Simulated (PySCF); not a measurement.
Input

```
{"job": {"kind": "uv", "xc": "PBE0", "basis": "def2-SVPD", "nstates": 6, "ntriplets": 2}, "charge": 0, "multiplicity": 1}
B     -0.011803     1.598137     1.624661
C      0.182449     0.683783     0.397994
C      1.226656     0.856368    -0.433885
C      1.547271     0.046446    -1.640778
C     -0.807686    -0.393545     0.142120
C     -1.666466    -0.337071    -0.865173
C     -0.784250    -1.525273     1.125257
H     -0.921244     1.448729     2.345438
H      0.752419     2.460634     1.827337
H      1.932042     1.651095    -0.222658
H      0.853657    -0.781410    -1.763306
H      2.564843    -0.339078    -1.567406
H      1.504754     0.676273    -2.530239
H     -2.404781    -1.105136    -1.028491
H     -1.673044     0.488193    -1.557387
H      0.181177    -2.030670     1.087427
H     -1.568851    -2.246921     0.910913
H     -0.915905    -1.144236     2.136517
```

Run with:

```sh
OMP_NUM_THREADS=1 python probes_run.py task.json out
```

Geometry: GFN2-xTB.

Level of theory: PBE0/def2-SVPD, SCF density, gas phase (PySCF 2.14.0).

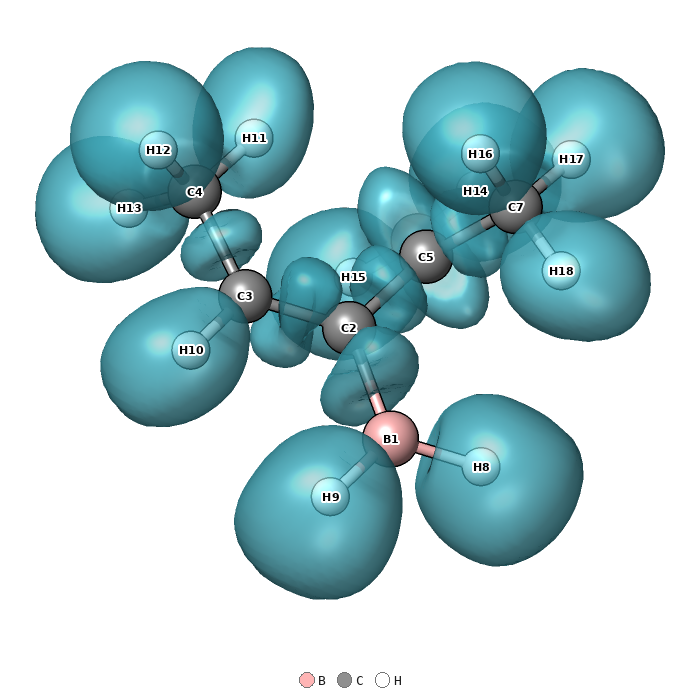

C$_{6}$H$_{11}$B (SMILES B/C(=C/C)C(=C)C). Isosurface of the ELF at 0.75 (cyan), seen at a tilt. Core shells and regions of very low density are left out.

Q: Describe the localisation domains.

A: At this value the surface marks out one region between bonded B–C atoms (shared pairs), five regions between bonded C–C atoms (shared pairs) and eleven regions around hydrogen nuclei. Along the contacts the grid gives the following. C–C (1.32 Å): the ELF peaks at about 0.90 between the atoms: a multiple bond. C–B (1.54 Å): the ELF peaks at about 0.95 between the atoms: localised, covalent bonding.
